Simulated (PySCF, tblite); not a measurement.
**C4H9NO2S: dynamics, then NMR shifts on frames**

How do NMR shifts of C4H9NO2S (`C=NCCS(C)(=O)=O`) change as the atoms move?

The runs use tblite 0.8.0 and PySCF 2.14.0, with density-fitted response routines of our own; the level of theory stands in each step. All values are computed, except where a source is named. Atoms are numbered from 0 throughout.

### 1 Starting geometry

17 atoms, charge 0, multiplicity 1; geometry from: GFN2-xTB.

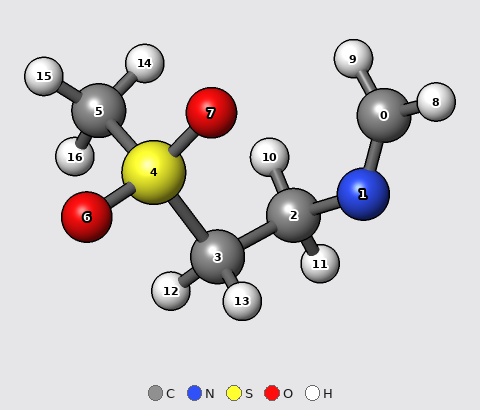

The starting geometry (carbon grey, nitrogen blue, sulfur yellow, oxygen red, hydrogen white), atoms numbered.

### 2 A short Langevin run with GFN2-xTB

What the job is given:

```
{"job": {"kind": "md", "xc": "GFN2-xTB", "basis": "xTB", "temperature": 300, "steps": 2000, "every": 50, "frames": 5}, "charge": 0, "multiplicity": 1}
C      1.531136     1.346661     1.775386
N      1.923595     0.482473     0.962950
C      1.270266     0.329473    -0.303733
C      0.595072    -1.029407    -0.351645
S     -0.961829    -1.012304     0.599020
C     -2.078352     0.055476    -0.368050
O     -1.498698    -2.344341     0.570685
O     -0.763623    -0.395225     1.880157
H      2.034300     1.420231     2.726649
H      0.710140     2.046031     1.588406
H      0.529298     1.122495    -0.503143
H      2.050597     0.373077    -1.071628
H      0.324077    -1.333884    -1.357902
H      1.222233    -1.786906     0.111137
H     -1.852149     1.090805    -0.152364
H     -3.085147    -0.181542    -0.047303
H     -1.957912    -0.171083    -1.419070
```

Method: GFN2-xTB Langevin dynamics, gas phase.

Run with:

```
> OMP_NUM_THREADS=1 python probes_run.py task.json out
```

The driver reads the jobs from task.json and runs them one after another.

The program printed:

```text
t/fs     T/K      E/eV
    0.0   259.0   -745.40520
   25.0   211.6   -745.01883
   50.0   276.2   -744.93619
   75.0   244.7   -744.87449
  100.0   257.5   -744.91768
  125.0   288.9   -744.92680
  150.0   194.1   -744.88002
  175.0   283.9   -744.98986
  200.0   321.2   -745.03268
  225.0   196.5   -744.76044
  250.0   302.8   -744.99807
  275.0   246.4   -744.82975
  300.0   235.5   -744.71499
  325.0   363.1   -745.05833
  350.0   358.0   -745.03362
  375.0   234.9   -744.72872
  400.0   346.1   -744.81760
  425.0   320.9   -744.89232
  450.0   288.8   -744.89911
  475.0   332.3   -744.92420
  500.0   232.7   -744.84582
  525.0   317.6   -744.82719
  550.0   273.6   -744.91771
  575.0   351.5   -744.85444
  600.0   363.9   -744.73927
  625.0   400.5   -744.65742
  650.0   356.6   -744.67725
  675.0   301.2   -744.39203
  700.0   419.2   -744.81216
  725.0   287.2   -744.62695
  750.0   369.5   -744.60337
  775.0   236.6   -744.58352
  800.0   328.1   -744.96948
  825.0   334.2   -744.80828
  850.0   351.7   -744.92984
  875.0   247.3   -744.79187
  900.0   311.0   -744.92640
  925.0   205.6   -744.80828
  950.0   225.7   -745.01503
  975.0   308.6   -744.86015
 1000.0   427.4   -744.84586
```

Run time: 11 s. Hardware: 1 thread of AMD EPYC 9R14, shared host; peak memory 0.18 GiB.

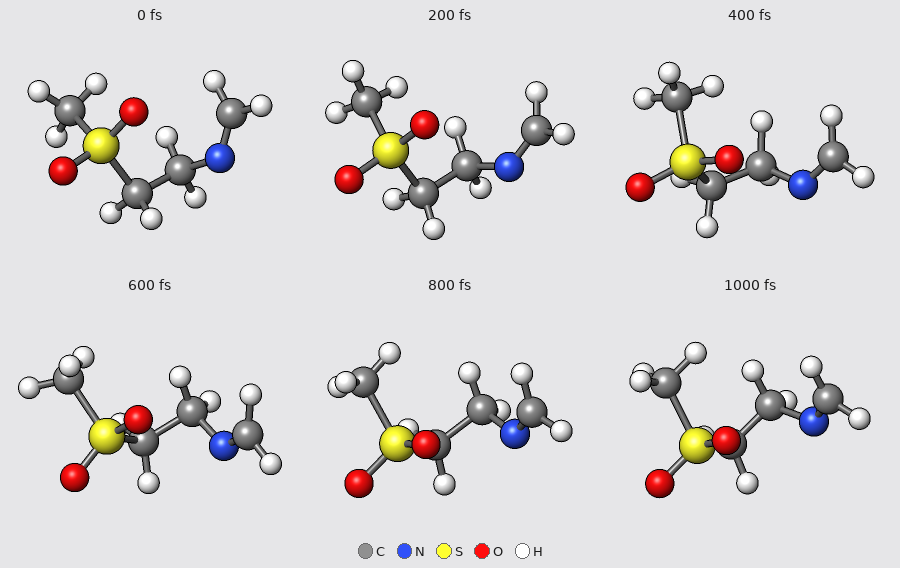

Frames of the run.

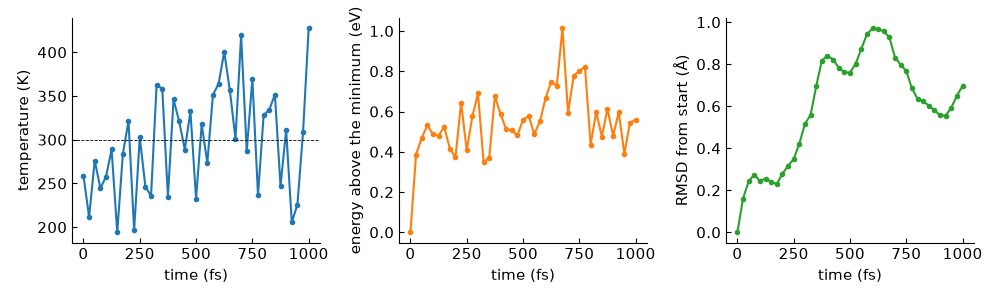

Temperature, potential energy and distance from the start.

Positions (Å) and forces (eV/Å) at 1000 fs:

```xyz
17

C     0.647    1.464    2.910    0.974   -0.693    0.171
N     0.721    1.452    1.673   -1.149    0.168   -1.837
C    -0.428    1.753    0.765    0.800   -0.385    2.247
C    -0.741    0.624   -0.125    0.941   -2.093   -0.493
S    -1.589   -0.680    0.847   -2.746    1.579   -1.180
C    -3.195    0.182    1.272    0.618    1.564    0.046
O    -1.877   -1.787   -0.005    0.117   -0.412   -0.337
O    -1.086   -0.913    2.133    1.602   -0.485    1.732
H     1.603    1.168    3.365   -0.588    0.322    0.289
H    -0.221    1.623    3.527   -0.320    0.189    0.201
H    -1.345    2.008    1.312    0.195    0.336    0.091
H    -0.075    2.543    0.171    0.351    1.438   -0.697
H    -1.409    0.899   -0.947    0.326   -0.285    0.215
H     0.183    0.065   -0.455   -0.860    0.834   -0.041
H    -3.840   -0.516    1.721   -0.390   -0.914    0.811
H    -3.771    0.593    0.455    0.366    0.074   -0.491
H    -2.965    1.028    1.989   -0.238   -1.234   -0.726
```

### 3 Nuclear shieldings: 250 fs, PBE0/pcSseg-1

What the job is given:

```
{"job": {"kind": "nmr", "xc": "PBE0", "basis": "pcSseg-1", "pop": false}, "charge": 0, "multiplicity": 1}
C      1.759900     1.124100     1.801300
N      1.795100     0.452900     0.744900
C      0.762000     0.585700    -0.242900
C      0.145800    -0.832300    -0.511200
S     -1.262000    -1.011100     0.709900
C     -2.550600     0.208000     0.281800
O     -1.913800    -2.260200     0.466200
O     -0.758000    -0.784000     2.029600
H      2.491900     0.945000     2.534800
H      0.975500     1.794100     2.150500
H     -0.042600     1.227200     0.216300
H      1.267800     1.083200    -1.077300
H     -0.324300    -0.861200    -1.471700
H      0.855600    -1.605100    -0.269000
H     -2.151700     1.127100    -0.074100
H     -3.227600     0.363800     1.085100
H     -3.198000    -0.166900    -0.496000
```

Level: GIAO PBE0/pcSseg-1 NMR shielding, non-relativistic, gas phase.

The program printed:

```text
coarse grid: 14784 points
cycle   1  E = -760.1868559798  dE =  1.708e+00  |g| = 1.161e+00  |ddm| = 3.804e+00
cycle   2  E = -759.5298281221  dE =  6.570e-01  |g| = 2.209e+00  |ddm| = 2.909e+00
cycle   3  E = -760.4286146642  dE = -8.988e-01  |g| = 1.797e-01  |ddm| = 2.123e+00
cycle   4  E = -760.4350323154  dE = -6.418e-03  |g| = 8.516e-02  |ddm| = 2.183e-01
cycle   5  E = -760.4364881950  dE = -1.456e-03  |g| = 3.529e-02  |ddm| = 7.645e-02
cycle   6  E = -760.4367459169  dE = -2.577e-04  |g| = 6.950e-03  |ddm| = 2.639e-02
cycle   7  E = -760.4367560256  dE = -1.011e-05  |g| = 1.775e-03  |ddm| = 6.537e-03
cycle   8  E = -760.4367567038  dE = -6.782e-07  |g| = 3.504e-04  |ddm| = 1.951e-03
final grid: 138336 points
cycle   9  E = -760.5063623686  dE = -3.034e-05  |g| = 1.192e-02  |ddm| = 2.697e-02
cycle  10  E = -760.5063238609  dE =  3.851e-05  |g| = 1.817e-02  |ddm| = 2.436e-02
cycle  11  E = -760.5063915278  dE = -6.767e-05  |g| = 2.776e-03  |ddm| = 1.596e-02
cycle  12  E = -760.5063930525  dE = -1.525e-06  |g| = 2.833e-04  |ddm| = 2.066e-03
cycle  13  E = -760.5063930607  dE = -8.210e-09  |g| = 2.177e-04  |ddm| = 3.687e-04
cycle  14  E = -760.5063930703  dE = -9.638e-09  |g| = 4.116e-05  |ddm| = 1.762e-04
cycle  15  E = -760.5063930707  dE = -3.620e-10  |g| = 1.133e-05  |ddm| = 4.013e-05
converged SCF energy = -760.5063930707

GIAO shielding tensors (ppm)
atom      isotropic    diamagn.    paramagn.     s11        s22        s33       span
  0 C       27.691     253.907    -226.216    -67.640     29.838    120.874    188.513
  1 N     -132.164     328.730    -460.894   -494.097   -155.811    253.415    747.512
  2 C      120.249     251.200    -130.951     97.407    114.072    149.269     51.863
  3 C      119.190     256.494    -137.304     95.615    107.656    154.301     58.686
  4 S      188.911    1050.194    -861.283     33.397    197.718    335.618    302.220
  5 C      145.055     254.402    -109.347    106.042    130.651    198.471     92.429
  6 O       85.904     396.750    -310.847     33.160     65.791    158.760    125.600
  7 O      106.701     402.883    -296.182     59.266    107.451    153.385     94.119
  8 H       24.895      29.495      -4.600     23.293     25.008     26.386      3.093
  9 H       24.040      31.978      -7.938     21.167     24.585     26.368      5.202
 10 H       27.925      34.974      -7.049     24.788     28.902     30.085      5.297
 11 H       26.966      31.112      -4.146     23.469     26.106     31.324      7.855
 12 H       28.806      33.247      -4.441     25.836     28.737     31.845      6.009
 13 H       28.329      31.876      -3.547     25.624     27.466     31.898      6.275
 14 H       29.519      33.499      -3.980     25.411     29.126     34.019      8.608
 15 H       29.385      28.540       0.845     26.226     27.700     34.229      8.003
 16 H       29.476      29.955      -0.478     25.983     27.592     34.855      8.873
```

Run time: 19 s. Hardware: 1 thread of AMD EPYC 9R14, shared host; peak memory 0.84 GiB.

The references, computed at this level on geometries of the same kind, shield at (ppm): 1H TMS 31.72, 13C TMS 186.9, 15N NH3 267.7, 17O H2O 336.1, 33S CS2 504. Their shielding less the atom's gives the shift. The references are single molecules in the gas phase, so shifts against H2O, NH3, PH3, H3PO4 or CFCl3 are not on the usual liquid scales and can be off by tens of ppm. Each atom is listed at this fixed geometry, with no averaging over motion; a spectrum would average atoms that exchange fast.

| atoms | environment | σ (ppm) | δ (ppm) |
| --- | --- | --- | --- |
| C0 | C=N carbon | 27.7 | 159.2 |
| C3 | sp3 CH2 bonded to S | 119.2 | 67.7 |
| C2 | sp3 CH2 bonded to N | 120.2 | 66.7 |
| C5 | methyl carbon bonded to S | 145.1 | 41.9 |
| H9 | hydrogen on a C=N carbon | 24.04 | 7.68 |
| H8 | hydrogen on a C=N carbon | 24.90 | 6.82 |
| H11 | hydrogen on an sp3 CH2 bonded to N | 26.97 | 4.75 |
| H10 | hydrogen on an sp3 CH2 bonded to N | 27.92 | 3.79 |
| H13 | hydrogen on an sp3 CH2 bonded to S | 28.33 | 3.39 |
| H12 | hydrogen on an sp3 CH2 bonded to S | 28.81 | 2.91 |
| H15 | hydrogen on a methyl carbon bonded to S | 29.39 | 2.33 |
| H16 | hydrogen on a methyl carbon bonded to S | 29.48 | 2.24 |
| H14 | hydrogen on a methyl carbon bonded to S | 29.52 | 2.20 |
| N1 | imine nitrogen | -132.2 | 399.9 |
| S4 | sulfone sulfur | 189 | 315 |
| O6 | S=O oxygen | 85.9 | 250.2 |
| O7 | S=O oxygen | 106.7 | 229.4 |

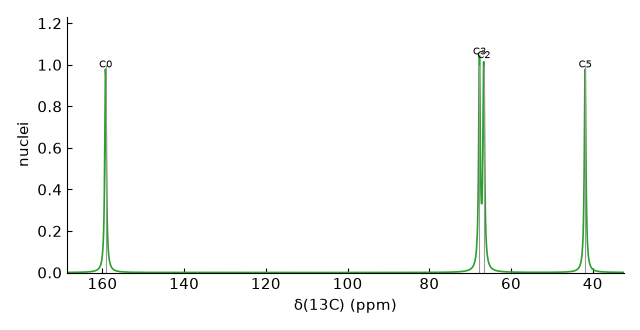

13C lines at the computed shifts, without couplings. Lines are broadened to a width of 0.47 ppm (Lorentzian).

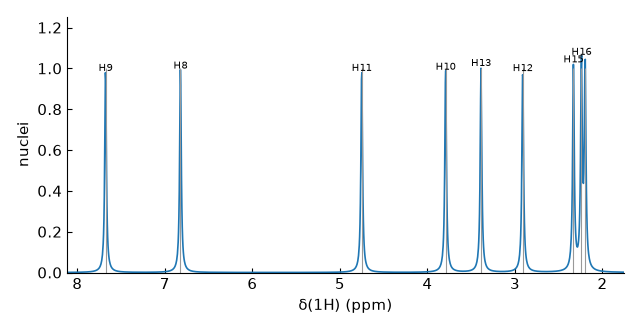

1H lines at the computed shifts, without couplings. Lines are broadened to a width of 0.02 ppm (Lorentzian).

### 4 NMR shieldings: 425 fs, PBE0/pcSseg-1

What the job is given:

```
{"job": {"kind": "nmr", "xc": "PBE0", "basis": "pcSseg-1", "pop": false}, "charge": 0, "multiplicity": 1}
C      1.812100     1.013700     1.911000
N      1.675000     0.539900     0.756100
C      0.591000     0.909200    -0.114900
C     -0.339000    -0.192900    -0.516500
S     -1.392800    -0.894700     0.889500
C     -2.667000     0.379400     1.151100
O     -2.041600    -2.101600     0.526600
O     -0.512800    -1.049900     1.984700
H      2.639500     0.743100     2.459400
H      1.115500     1.727200     2.309900
H     -0.110400     1.693800     0.392500
H      1.071900     1.452300    -0.977800
H     -1.010200     0.076700    -1.308900
H      0.094800    -1.180600    -0.778100
H     -3.221800     0.368800     0.235300
H     -2.261900     1.332100     1.439100
H     -3.264300    -0.074600     1.964400
```

With the program's defaults for keys left out, this is: GIAO PBE0/pcSseg-1 NMR shielding, non-relativistic, gas phase.

The program printed:

```text
coarse grid: 14784 points
cycle   1  E = -760.1905050430  dE =  1.746e+00  |g| = 1.150e+00  |ddm| = 3.810e+00
cycle   2  E = -759.5549060452  dE =  6.356e-01  |g| = 2.178e+00  |ddm| = 2.942e+00
cycle   3  E = -760.4281432747  dE = -8.732e-01  |g| = 1.768e-01  |ddm| = 2.148e+00
cycle   4  E = -760.4344852942  dE = -6.342e-03  |g| = 8.027e-02  |ddm| = 2.146e-01
cycle   5  E = -760.4358834855  dE = -1.398e-03  |g| = 2.732e-02  |ddm| = 7.119e-02
cycle   6  E = -760.4360367291  dE = -1.532e-04  |g| = 8.149e-03  |ddm| = 2.362e-02
cycle   7  E = -760.4360509302  dE = -1.420e-05  |g| = 2.043e-03  |ddm| = 7.015e-03
cycle   8  E = -760.4360518191  dE = -8.889e-07  |g| = 3.573e-04  |ddm| = 2.164e-03
final grid: 138336 points
cycle   9  E = -760.5049696959  dE = -2.716e-05  |g| = 1.193e-02  |ddm| = 2.768e-02
cycle  10  E = -760.5049289259  dE =  4.077e-05  |g| = 1.842e-02  |ddm| = 2.464e-02
cycle  11  E = -760.5049991214  dE = -7.020e-05  |g| = 2.633e-03  |ddm| = 1.626e-02
cycle  12  E = -760.5050005106  dE = -1.389e-06  |g| = 2.745e-04  |ddm| = 2.016e-03
cycle  13  E = -760.5050005191  dE = -8.514e-09  |g| = 2.070e-04  |ddm| = 3.825e-04
cycle  14  E = -760.5050005280  dE = -8.940e-09  |g| = 4.368e-05  |ddm| = 1.764e-04
cycle  15  E = -760.5050005284  dE = -3.986e-10  |g| = 1.166e-05  |ddm| = 3.999e-05
converged SCF energy = -760.5050005284

GIAO shielding tensors (ppm)
atom      isotropic    diamagn.    paramagn.     s11        s22        s33       span
  0 C       25.610     254.657    -229.046    -76.898     33.570    120.159    197.057
  1 N     -145.993     328.523    -474.516   -546.549   -143.793    252.363    798.911
  2 C      121.240     247.998    -126.758     93.326    114.687    155.707     62.381
  3 C      119.721     256.591    -136.869     93.746    104.902    160.516     66.770
  4 S      208.301    1053.477    -845.176     71.760    175.263    377.880    306.121
  5 C      141.738     256.199    -114.461    114.382    123.608    187.225     72.844
  6 O      102.816     398.143    -295.327     67.387     73.951    167.109     99.722
  7 O      115.803     403.245    -287.442     46.345    102.726    198.337    151.992
  8 H       24.890      30.985      -6.095     23.186     24.828     26.656      3.470
  9 H       24.421      32.247      -7.826     19.946     25.419     27.898      7.951
 10 H       27.306      32.554      -5.248     23.690     28.116     30.113      6.422
 11 H       26.279      29.427      -3.147     22.713     24.940     31.185      8.472
 12 H       29.095      34.148      -5.054     26.380     28.810     32.094      5.715
 13 H       28.181      32.807      -4.626     25.209     27.895     31.440      6.231
 14 H       29.755      30.405      -0.650     27.016     27.932     34.317      7.300
 15 H       28.844      31.903      -3.059     25.044     28.488     32.999      7.955
 16 H       28.697      25.631       3.066     26.270     26.663     33.157      6.886
```

It took 23 s on 1 thread of AMD EPYC 9R14, shared host; peak memory 0.84 GiB.

In short: δ C0 161.3, C3 67.2, C2 65.7, C5 45.2, H9 7.30, H8 6.83 ppm.

(Part 1 of 2 ends here.)
